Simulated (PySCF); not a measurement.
C$_{5}$H$_{7}$FOSi

Input

```
{"job": {"kind": "uv", "xc": "B3LYP", "basis": "def2-SVPD", "nstates": 8, "ntriplets": 3}, "charge": 0, "multiplicity": 1}
C      2.841275    -1.122463     0.114104
C      1.943937    -0.274960    -0.375946
C      0.761010     0.140509     0.407563
O      0.603448    -0.204335     1.565533
Si    -0.571188     1.238117    -0.440255
F     -0.163279     1.363604    -2.007230
C     -2.236496     0.380013    -0.342569
C     -2.621723    -0.388012     0.667749
H      3.705236    -1.443172    -0.443190
H      2.718691    -1.520124     1.109486
H      2.029126     0.138309    -1.369899
H     -0.528883     2.604934     0.058164
H     -2.919698     0.535619    -1.170770
H     -3.589706    -0.864528     0.694595
H     -1.976165    -0.575520     1.510753
```

Command:

```sh
OMP_NUM_THREADS=1 python probes_run.py task.json out
```

Geometry: GFN2-xTB.

All numbers below come from B3LYP/def2-SVPD, SCF density, gas phase in PySCF 2.14.0.

Question: What can the converged electron density and electron localisation function tell about the bonding?

Answer: C–O (1.22 Å): the density is about 3.3 e/Å³ at the midpoint; the ELF peaks at about 0.90 between the atoms: a multiple bond.
C–C (1.33 Å): the density is about 2.3 e/Å³ at the midpoint; the ELF peaks at about 0.95 between the atoms (a multiple bond).
Si–F (1.62 Å): ρ at the midpoint is about 1 e/Å³; the ELF peaks at about 0.85 in the valence shell of F, 0.6 Å from its nucleus, and is about 0.50 at the midpoint.
C–H (1.08 Å): ρ at the midpoint is about 2 e/Å³; the ELF climbs to about 1 towards the hydrogen, as it does in any bond to H: a covalent bond by its length.

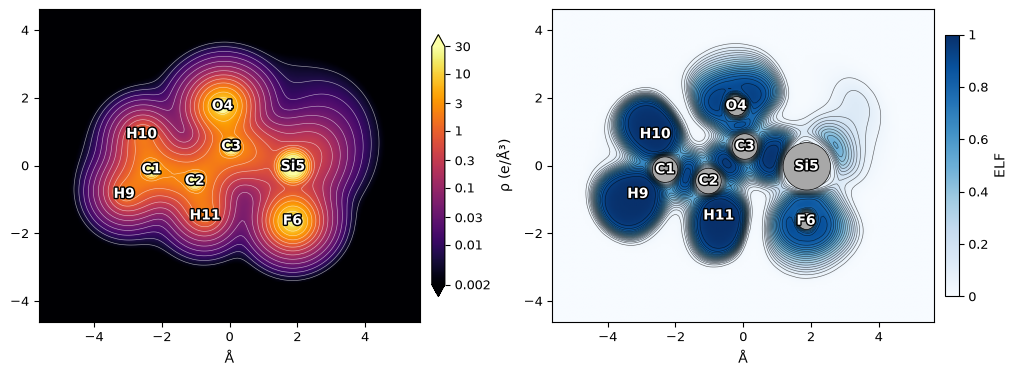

Computed electron density and electron localisation function on the plane of atoms C2, C3 and Si5, in this order. Grey discs cover the atomic cores in the ELF map. 
